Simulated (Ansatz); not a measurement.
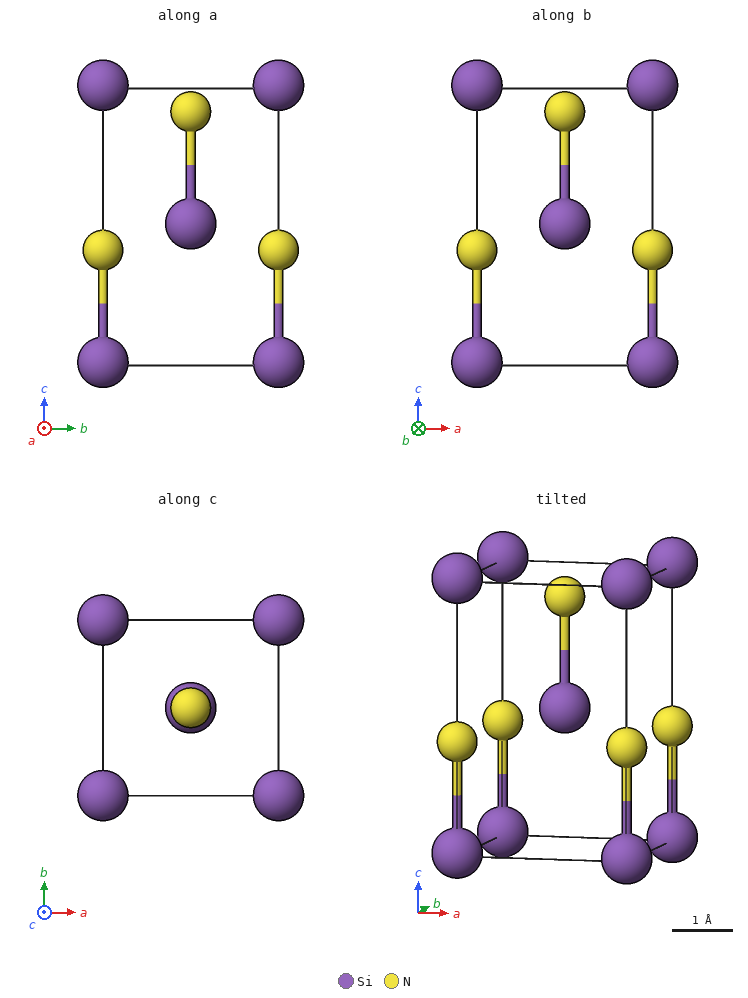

The crystal in a ball-and-stick representation, seen along the a axis, along the b axis, along the c axis and slightly off an axis. Thin lines show the conventional unit cell, with boundary atoms drawn in all their periodic places.

Lattice parameters: a = 2.9374 Å, b = 2.9374 Å, c = 4.6347 Å, α = 90.000°, β = 90.000°, γ = 90.000°.

Transcribe the picture into a CIF in P1 with every atom of the cell, with free fractional coordinates to two decimals.

Answer.
```cif
data_structure
_symmetry_space_group_name_H-M 'P 1'
_symmetry_Int_Tables_number 1
_cell_length_a 2.9374
_cell_length_b 2.9374
_cell_length_c 4.6347
_cell_angle_alpha 90.000
_cell_angle_beta 90.000
_cell_angle_gamma 90.000
_cell_volume 39.99
loop_
_atom_site_label
_atom_site_type_symbol
_atom_site_fract_x
_atom_site_fract_y
_atom_site_fract_z
_atom_site_occupancy
Si1 Si 0.00 0.00 0.01 1
N1 N 0.00 0.00 0.42 1
Si2 Si 0.50 0.50 0.51 1
N2 N 0.50 0.50 0.92 1
```

Origin of the cell: a structure type filled with these elements by a generator (whether the compound takes this form wasn't checked). Earlier steps of the study may have refined or changed the cell and positions. It was run through Ansatz as a DFT input.
